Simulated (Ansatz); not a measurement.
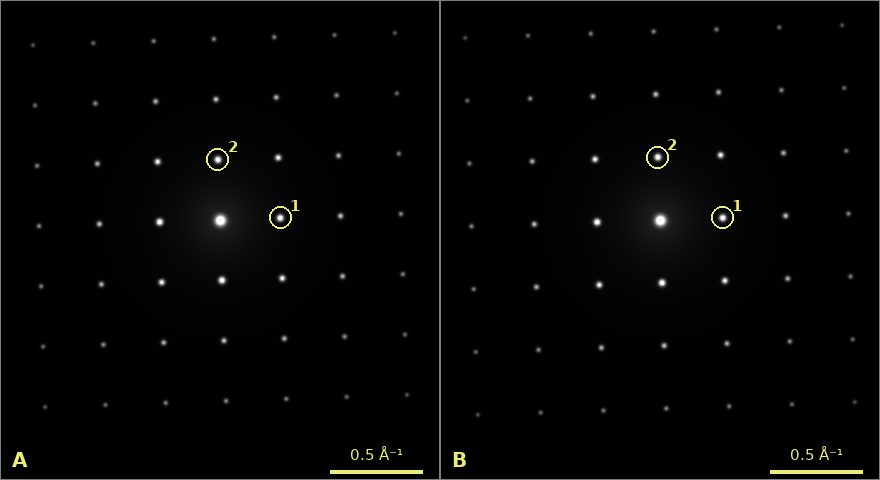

Kinematic electron diffraction patterns (300 kV, B = 0.5 Å², same scale) along [110] of the run's own cell, for the start and the end of one relaxation of K2Be with DFT PBE, scalar-relativistic, plane waves, PAW (Ansatz). k mesh 16×16×16. The start is a generated model structure, and the relaxation ends in the nearest stationary point of its symmetry, not necessarily the ground state. Spot 1 is -1 1 0 and spot 2 is 0 0 1 in both.

Start structure:

```yaml
crystal:
  lattice:
    - [-2.14706, 2.14706, 6.89343]
    - [2.14706, -2.14706, 6.89343]
    - [2.14706, 2.14706, -6.89343]
  atoms:
    - { symbol: K, position: [0.63303, 0.63303, 0.00000] }
    - { symbol: K, position: [0.36697, 0.36697, 0.00000] }
    - { symbol: Be, position: [0.00000, 0.00000, 0.00000] }
```

Which pattern belongs to the start structure, and which to the relaxed one?

Answer. A is the start: its cell gives d(1) = 3.036 Å, d(2) = 3.036 Å and an angle of 90.0°. B is the relaxed structure, with d(1) = 2.915 Å (-4.0 %), d(2) = 2.915 Å (-4.0 %) and 90.0°.

What did the relaxation do to the structure and the energy?

Answer. The volume changed by +4.6 % to 44.30 Å³ an atom; with the mean shift removed, the atoms moved by up to 0.11 Å relative to the cell (K most); the space group stayed I4/mmm (No. 139); the free energy fell by 9.7 meV an atom. Relaxed cell: a = 8.347 Å, b = 8.347 Å, c = 8.347 Å, α = 151.41°, β = 151.41°, γ = 40.87°.
